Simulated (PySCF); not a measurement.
C3H9NO2Si2

```xyz
17

N     0.7495   -1.1166   -1.0670
Si    0.8101    0.5240   -0.5560
Si    2.5847    0.8108    0.8953
C    -0.8343    0.7695    0.4030
O    -1.1839    1.8558    0.7885
C    -1.7096   -0.4694    0.6811
C    -2.5430   -0.6308   -0.5419
O    -2.1795   -1.1802   -1.5515
H    -0.1031   -1.4607   -1.4944
H     1.5496   -1.5254   -1.5216
H     0.7009    1.5464   -1.6144
H     2.9011    2.2251    1.0933
H     2.3586    0.2340    2.2248
H     3.8002    0.1817    0.3671
H    -1.0462   -1.3216    0.8146
H    -2.3296   -0.2855    1.5570
H    -3.5326   -0.1450   -0.4878
```

Geometry: GFN2-xTB.

Computed with PBE0/pcSseg-1, SCF density, gas phase, non-relativistic in PySCF.

### What can the converged electron density and electron localisation function tell about the bonding?

C–O (1.20 Å): ρ is about 3.3 e/Å³ halfway; the ELF peaks at about 0.85 between the atoms: a multiple bond.
Si–N (1.72 Å): ρ is about 1.1 e/Å³ halfway; the ELF peaks at about 0.90 between the atoms; a polar covalent bond.
C–Si (1.92 Å): ρ is about 0.92 e/Å³ halfway; the ELF peaks at about 1 between the atoms, as expected for localised, covalent bonding.
N–H (1.01 Å): ρ is about 2.8 e/Å³ halfway; the ELF climbs to about 1 towards the hydrogen, as it does in any bond to H; a covalent bond by its length.

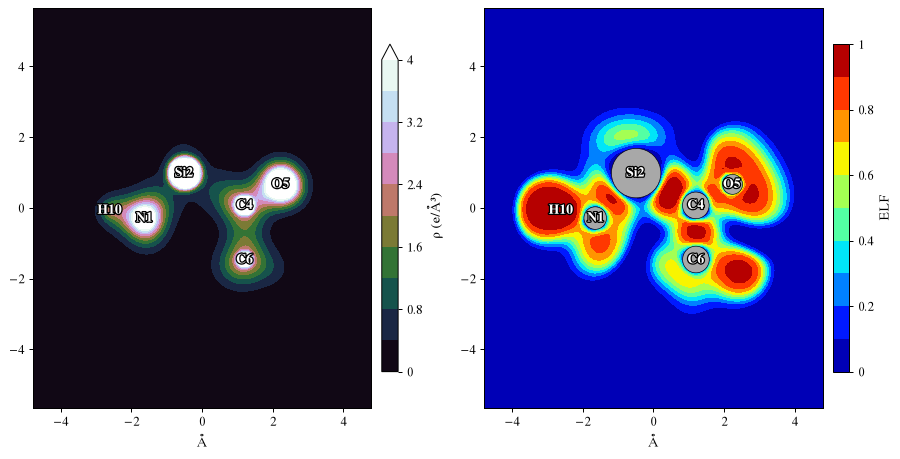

Computed electron density and electron localisation function on the plane of atoms N1, Si2 and C4, in this order. Grey discs cover the atomic cores in the ELF map. 
